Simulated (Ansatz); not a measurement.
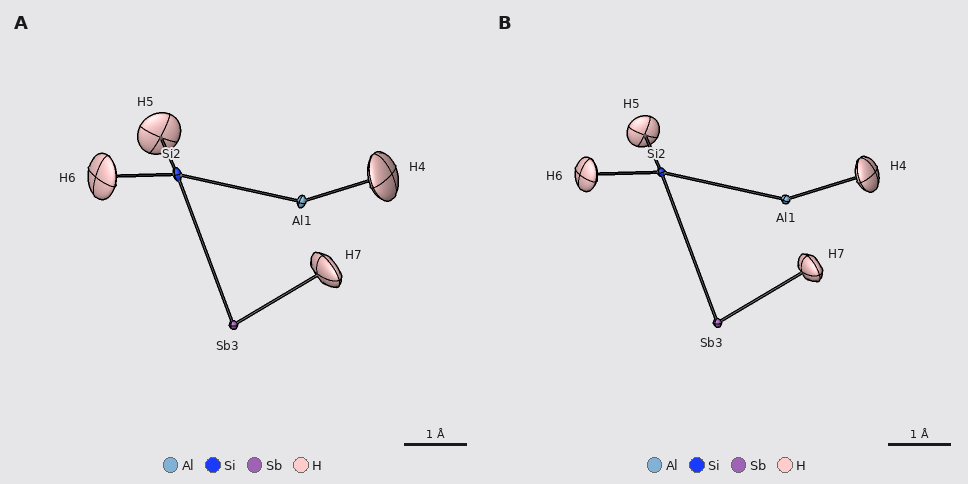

Displacement ellipsoids at the 50 % level, from the internal vibrations of the free molecule (harmonic, no overall translation or rotation; no half-axis is drawn under 0.075 Å). Vibrations computed with RKS PBE0-D4/def2-TZVP, core potentials on Sb (Ansatz 0.2.0). One panel is for 200 K, the other for 600 K.

### Which panel is for 600 K?

A.

### How much does the mean-square displacement of H4 grow, and why?

U_eq goes from 0.0303 to 0.0567 Å², a factor of 1.9. Modes below kT (417 cm⁻¹ at 600 K) grow about in proportion to T, and the lowest lies at 247 cm⁻¹; the mean-square amplitude of a mode is its zero-point value times coth(ħω/2kT), which comes close to 1 only above about 3kT.
